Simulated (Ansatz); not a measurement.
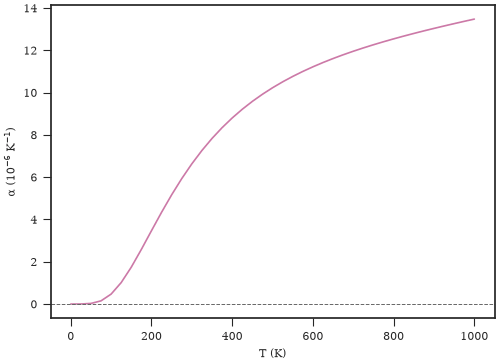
Fig. 1. Linear thermal expansion of Be2C in space group Fm-3m (No. 225) from the quasi-harmonic free energy, LDA in Ansatz (an electronic-structure program)

The cell is a database entry relaxed within its symmetry; it need not be the phase found at ambient conditions. Dynamical quadrupoles are not included in the interpolation of the phonons between the solved wave vectors.

Task: Read off α at 600 K, and say whether it is negative anywhere.

Result: About 11 × 10⁻⁶ K⁻¹. It is not negative in the range shown.

The PAW data sets were generated under PBE and serve the other functionals too.
